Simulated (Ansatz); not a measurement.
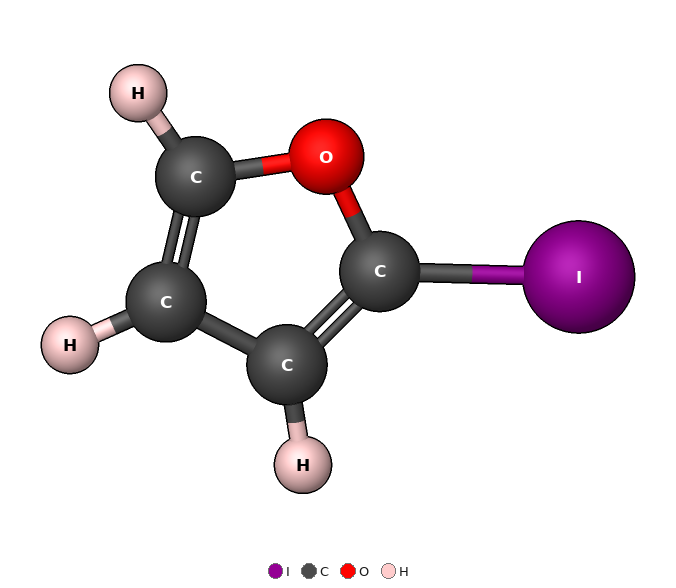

Rendered structure (ball-and-stick style). Multiple sticks mark multiple bonds (one Kekulé form).

Count the atoms of each element.

C₄H₃IO, 9 atoms: 4 carbon, 3 hydrogen, 1 iodine and 1 oxygen.

Name some functional groups or characteristic bonds that it holds.

Among them: C–I bond.

What is the point group of this geometry?

Cs.

Describe its rings.

Independent rings (smallest set): 1 of 5 members, 1 of them aromatic.

Count the bonded pairs by element.

3 C–C, 3 C–H, 2 C–O, 1 C–I.

The parts below concern this one geometry. Atoms keep their numbers from picture to picture. The computed structure is the end point of a PBE0-D4/def2-TZVP optimisation.

### Geometry

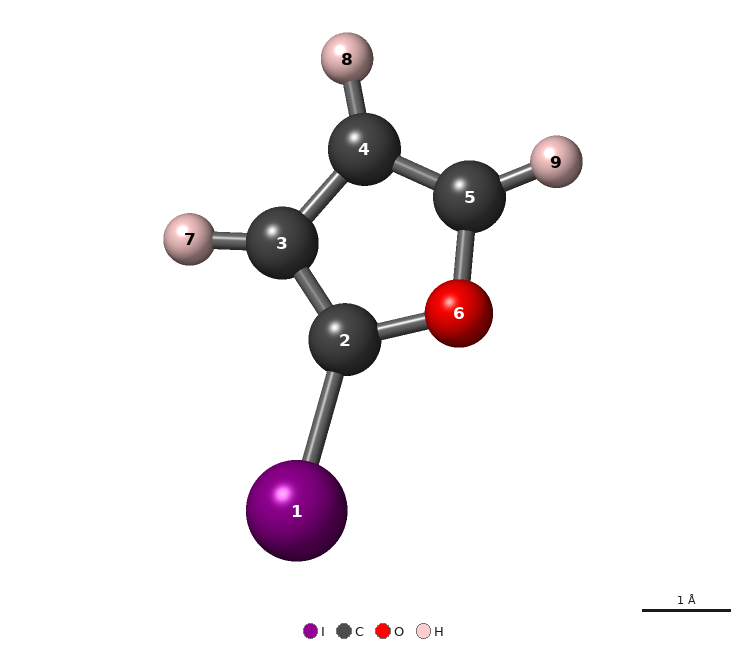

Atoms carry their numbers in the input.

Estimate the angles I1–C2–C3, I1–C2–O6, C3–C2–O6, C2–C3–C4, C2–C3–H7, C4–C3–H7, C3–C4–C5, C3–C4–H8, C5–C4–H8, C4–C5–O6, C4–C5–H9, O6–C5–H9, C2–O6–C5.

| angle | degrees |
| --- | --- |
| I1–C2–C3 | 131.7 |
| I1–C2–O6 | 117.3 |
| C3–C2–O6 | 111.1 |
| C2–C3–C4 | 105.5 |
| C2–C3–H7 | 126.4 |
| C4–C3–H7 | 128.1 |
| C3–C4–C5 | 106.3 |
| C3–C4–H8 | 127.2 |
| C5–C4–H8 | 126.5 |
| C4–C5–O6 | 110.5 |
| C4–C5–H9 | 133.7 |
| O6–C5–H9 | 115.8 |
| C2–O6–C5 | 106.6 |

### Charges

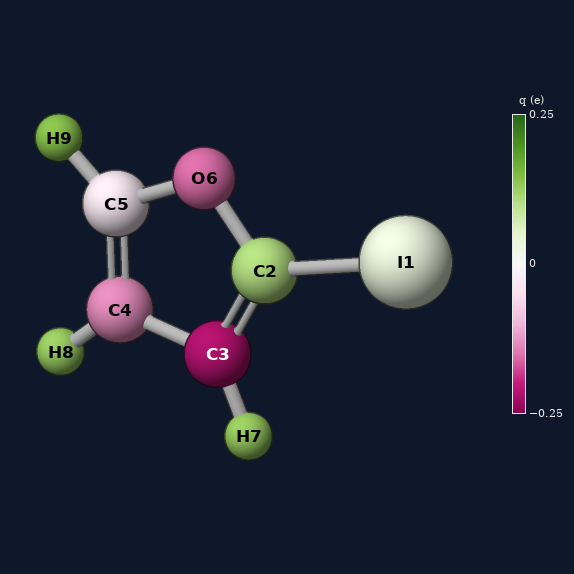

Atoms are coloured by their Mulliken charges. Properties computed with RKS PBE-D4/def2-TZVPP, core potentials on I (Ansatz 0.2.0).

List the Mulliken charges.

| atom | value (e) |
| --- | --- |
| I1 | 0.03 |
| C2 | 0.10 |
| C3 | −0.21 |
| C4 | −0.13 |
| C5 | −0.03 |
| O6 | −0.15 |
| H7 | 0.13 |
| H8 | 0.12 |
| H9 | 0.14 |

### Electronic properties

Method: RKS B3LYP-D4/def2-TZVPP, core potentials on I (Ansatz 0.2.0).

Estimate the HOMO–LUMO gap.

5.32 eV.

Estimate the dipole moment.

1.32 D.

Estimate the dispersion correction.

−40.9 kJ/mol.

What is the HOMO energy (Kohn–Sham orbital)?

−6.30 eV.

### Vibrations

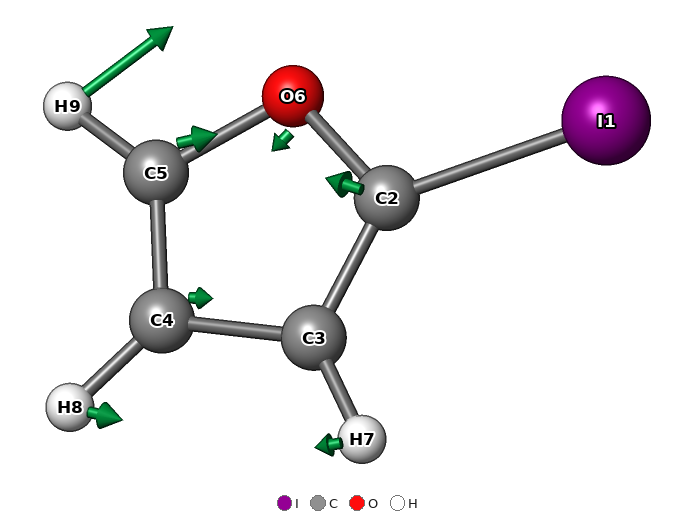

The arrows show one normal mode. Harmonic vibrations computed with RKS PBE0-D4/def2-TZVP, core potentials on I (Ansatz 0.2.0) at a stationary point of the same level.

Estimate its harmonic wavenumber.

1148 cm⁻¹; it is mode 13 of 21 counted from the lowest.

### Thermal motion

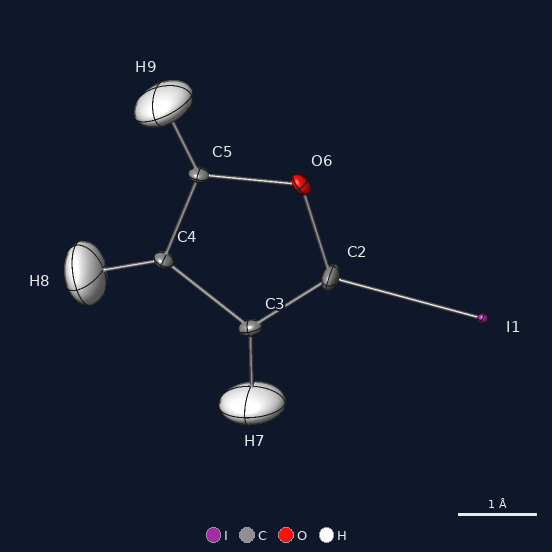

Displacement ellipsoids at the 50 % level, enlarged 2 times, from the internal vibrations of the free molecule (harmonic, no overall translation or rotation; no half-axis is drawn under 0.075 Å). Vibrations computed with RKS PBE0-D4/def2-TZVP, core potentials on I (Ansatz 0.2.0). Temperature: 200 K.

Which atom moves most?

H8, with U_eq = 0.0170 Å².

Does H8 move more along its bond or across it?

Across it: the root-mean-square amplitude is 0.080 Å along the bond and up to 0.166 Å across, since bending and torsion are softer than stretching.

Give the displacement parameters, one line for each set of equivalent atoms.

| atom | U_eq (Å²) | rms amplitudes (Å) |
| --- | --- | --- |
| I1 | 0.00009 | 0.006, 0.007, 0.013 |
| C2 | 0.0036 | 0.037, 0.054, 0.080 |
| C3 | 0.0020 | 0.035, 0.046, 0.052 |
| C4 | 0.0019 | 0.031, 0.044, 0.053 |
| C5 | 0.0018 | 0.030, 0.047, 0.049 |
| O6 | 0.0020 | 0.033, 0.046, 0.052 |
| H7 | 0.0154 | 0.078, 0.141, 0.143 |
| H8 | 0.0170 | 0.080, 0.131, 0.166 |
| H9 | 0.0160 | 0.078, 0.129, 0.159 |

Mulliken values depend strongly on the basis set and can even reverse the polarity of a bond.
